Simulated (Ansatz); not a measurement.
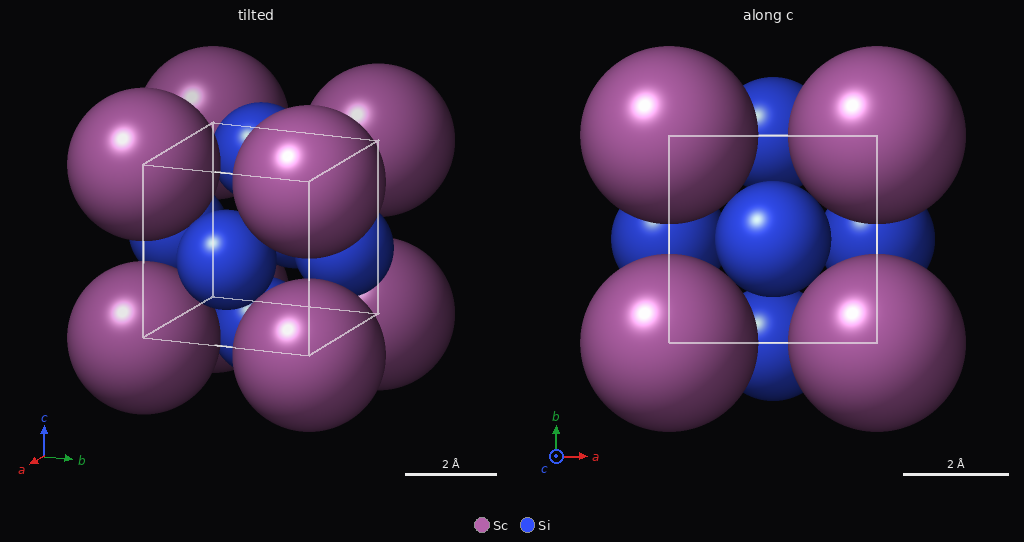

We look at a space-filling model of the crystal slightly off an axis and along the c axis. The parallelepiped is the conventional unit cell.

ScSi₃, Cu₃Au (L1₂) type, space group Pm-3m (No. 221), a = 3.966 Å, b = 3.966 Å, c = 3.966 Å, α = 90.00°, β = 90.00°, γ = 90.00°. Source of the structure: a structure type filled with these elements by a generator (whether the compound takes this form wasn't checked). The cell was then strained or its atoms displaced on purpose. A calculation with Ansatz used it as input.

This one geometry was computed with Ansatz (DFT, plane waves, PAW) at five levels of theory: PBE, LDA, r2SCAN, PBE with spin-orbit coupling and PBEsol.

Q: Which level gives the highest pressure at this volume, and what does that say about its equilibrium volume?

A: Highest: PBE (0.0 GPa) and PBE with spin-orbit coupling (0.0 GPa), which points to the largest equilibrium volume. Lowest, with the smallest volume: LDA (-5.3 GPa). Levels within 0.5 GPa of each other can't be told apart.

Q: How does the band gap change with the level of theory?

A: All levels give a metal.

Q: Collect the results in a table.

A:
| level | cutoff (eV) | k-mesh of the run's cell | gap (eV) | pressure (GPa) |
| --- | --- | --- | --- | --- |
| PBE | 420 | 8×8×8 | metal | 0.0 |
| LDA | 420 | 8×8×8 | metal | -5.3 |
| r2SCAN | 500 | 8×8×8 | metal | -1.3 |
| PBE with spin-orbit coupling | 420 | 8×8×8 | metal | 0.0 |
| PBEsol | 420 | 8×8×8 | metal | -3.2 |

Gaps are taken on the k-mesh or band path of each run.
